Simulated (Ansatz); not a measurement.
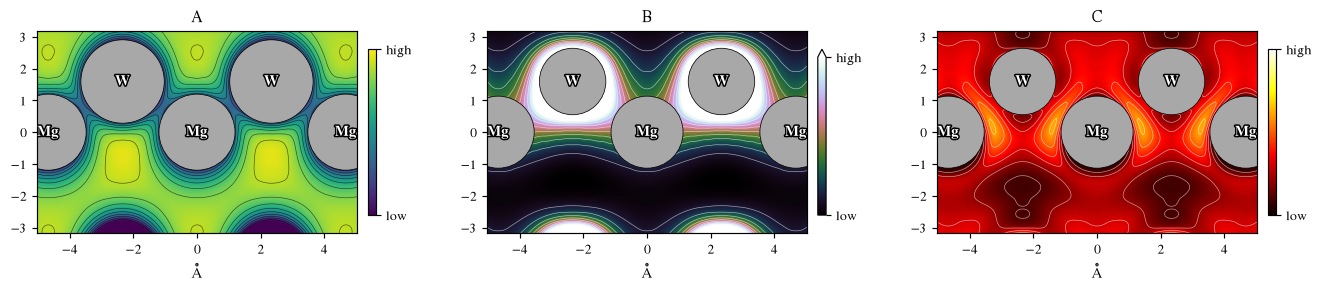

MgW: 3 fields on the (001) plane of the conventional cell, with unlabelled colour scales. Grey discs cover the atomic cores.

Space group P2/c; computed pressure about −11 GPa in this cell.

Computed with DFT, PBEsol, plane-wave PAW, default files, scalar-relativistic in Ansatz 0.2.0.

```
CELL_PARAMETERS angstrom
4.68000 0.00000 0.00000
0.00000 5.66000 0.00000
-0.02834 0.00000 4.91992
ATOMIC_POSITIONS crystal
Mg 0.50000 0.20355 0.75000
Mg 0.50000 0.79645 0.25000
W 0.00000 0.92222 0.75000
W 0.00000 0.07778 0.25000
```

Question: Match the panels to the quantities (electron localisation function, electrostatic potential energy of an electron and valence pseudo-density).

Answer: Panel A: electrostatic potential energy of an electron (low next to the atoms, rising into the space between them). Panel B: valence pseudo-density. Panel C: electron localisation function. From the grid: Mg–W (2.83 Å): ρ at the midpoint is about 0.26 e/Å³; the ELF reaches about 0.55 near the midpoint.
